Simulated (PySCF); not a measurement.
**Excited-state calculation, with input and output: GeSi$_{2}$NH$_{9}$**

- system: GeSi$_{2}$NH$_{9}$, SMILES [SiH3][SiH2][NH][GeH3]
- method: TDDFT LDA/def2-SVPD, vertical, gas phase, core orbitals frozen in the response (PySCF 2.14.0)

The geometry comes from this level: PBE0-D3(BJ)/def2-SVP.

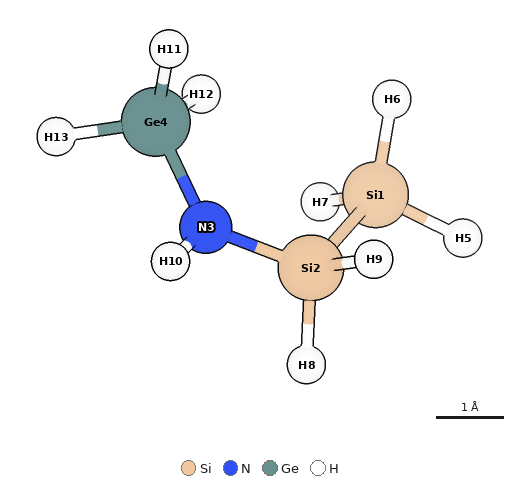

Figure 1. The input geometry (ball-and-stick view, seen at a tilt; atoms are numbered from 1 in the order of the input). Sticks mark near contacts.

## The input
```
{"job": {"kind": "uv", "xc": "LDA", "basis": "def2-SVPD", "ip": true}, "charge": 0, "multiplicity": 1}
Si     2.271322    -0.193400    -0.102051
Si     0.641711     0.248488     1.529948
N     -0.959875     0.227964     0.851812
Ge    -1.478812     0.398365    -0.902761
H      3.596503    -0.239318     0.593526
H      2.325039     0.881742    -1.140967
H      2.042122    -1.506612    -0.779893
H      0.756551    -0.785337     2.610305
H      1.003826     1.558190     2.172838
H     -1.722633     0.284510     1.521909
H     -1.785061     1.863331    -1.285148
H     -0.311290    -0.120743    -1.759356
H     -2.742789    -0.453645    -1.122212
```

The first line tells a small driver script what to run in PySCF; the rest is the geometry in Å.

Machine: 1 CPU thread, shared host.

Launched with:
```bash
OMP_NUM_THREADS=1 python <driver script> task.json out
```

## The program's output
```
coarse grid: 47608 points
cycle   1  E = -2709.6127264636  dE = -6.429e-01  |g| = 7.430e-01  |ddm| = 4.320e+00
cycle   2  E = -2709.3073996312  dE =  3.053e-01  |g| = 1.386e+00  |ddm| = 1.981e+00
cycle   3  E = -2709.6734499815  dE = -3.661e-01  |g| = 3.101e-01  |ddm| = 1.543e+00
cycle   4  E = -2709.6948976325  dE = -2.145e-02  |g| = 3.741e-02  |ddm| = 3.400e-01
cycle   5  E = -2709.6950911616  dE = -1.935e-04  |g| = 1.281e-02  |ddm| = 7.066e-02
cycle   6  E = -2709.6951387072  dE = -4.755e-05  |g| = 2.736e-03  |ddm| = 2.639e-02
cycle   7  E = -2709.6951413107  dE = -2.603e-06  |g| = 6.811e-04  |ddm| = 6.936e-03
final grid: 96232 points
cycle   8  E = -2709.6950931336  dE =  3.218e-08  |g| = 8.752e-04  |ddm| = 6.528e-03
cycle   9  E = -2709.6950928645  dE =  2.690e-07  |g| = 1.214e-03  |ddm| = 4.874e-03
cycle  10  E = -2709.6950934481  dE = -5.836e-07  |g| = 2.426e-04  |ddm| = 2.685e-03
cycle  11  E = -2709.6950934624  dE = -1.427e-08  |g| = 2.615e-05  |ddm| = 2.575e-04
cycle  12  E = -2709.6950934626  dE = -2.092e-10  |g| = 4.682e-06  |ddm| = 4.530e-05
```

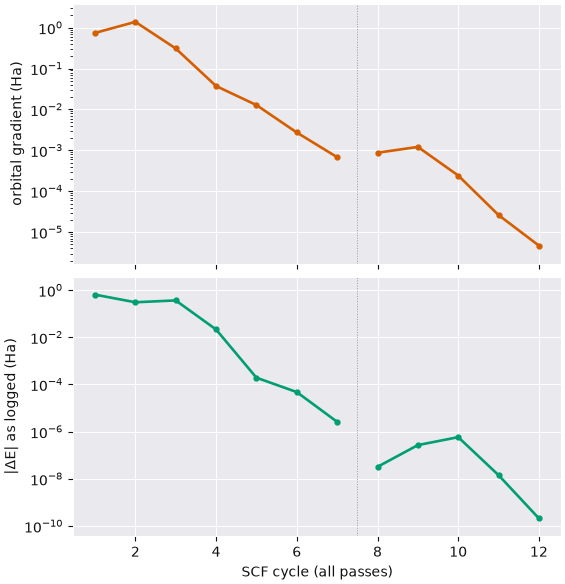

Figure 2. Convergence of the self-consistent field: orbital gradient and size of the energy change against the SCF cycle. The dotted line marks the change from a coarse to the final integration grid. The first 7 cycles use a coarse grid, the final grid takes over at cycle 8, and the field converges after 12 cycles in all.

```
converged SCF energy = -2709.6950934626

Static polarisability (au): isotropic 104.754, principal 89.474 105.642 119.147

Singlet excitations
state   eV       nm        f      main configurations
  1   4.7771    259.5   0.00121   H->L 0.99
  2   5.4261    228.5   0.01250   H->L+1 0.98
  3   5.7041    217.4   0.00412   H->L+2 0.97
  4   5.8639    211.4   0.00665   H->L+3 0.89
  5   5.8802    210.9   0.00991   H-1->L 0.88
  6   5.9822    207.3   0.00936   H->L+4 0.88
  7   6.1502    201.6   0.00237   H->L+5 0.98
  8   6.3951    193.9   0.00590   H->L+6 0.95
  9   6.4773    191.4   0.03207   H-1->L+1 0.96
 10   6.6157    187.4   0.00528   H->L+7 0.96

Triplet excitations (Tamm-Dancoff, eV): 4.5393 5.3056 5.5163 5.5325
Vertical ionisation energy (delta-SCF) = 8.8992 eV
Vertical electron affinity (delta-SCF) = -0.5491 eV
```

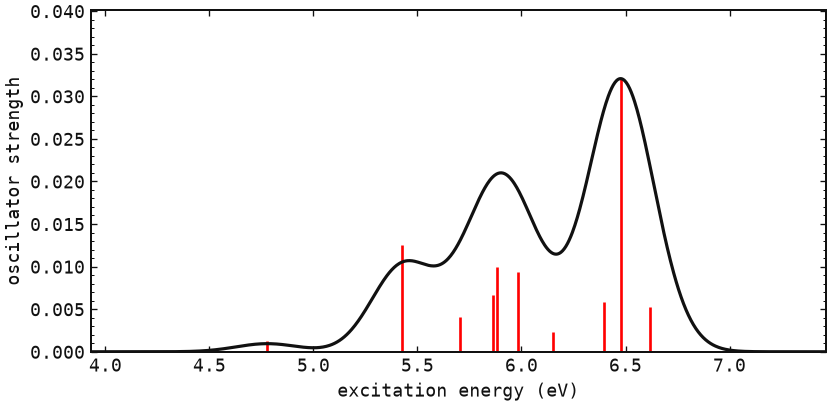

Figure 3. Computed excitations as sticks (degenerate states added up, dark ones marked on the axis), with a Gaussian envelope of 0.35 eV full width at half maximum, scaled to the tallest. Of the 10 states the lowest lies at 4.78 eV (f = 0.001); the strongest line is at 6.48 eV, or 191 nm (f = 0.032).

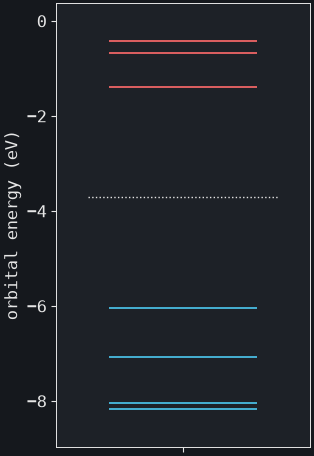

Figure 4. Orbital energies near the frontier; the dotted line parts filled from empty levels, and levels within 0.02 eV of each other stand side by side. Highest filled −6.04 eV, lowest empty −1.39 eV, 4.65 eV apart.

## Results in brief

```tsv
quantity	value
outcome	converged
total energy	−2709.695093 hartree
HOMO	−6.04 eV
LUMO	−1.39 eV
dipole moment	1.16 D
mean polarisability	104.75 a.u.
vertical ionisation energy	8.90 eV
vertical electron affinity	−0.55 eV
lowest singlet excitation	4.78 eV
wall time	2 min
peak memory	0.63 GiB
```

## Notes

Spin–orbit coupling is left out, which matters for the heavy atoms.
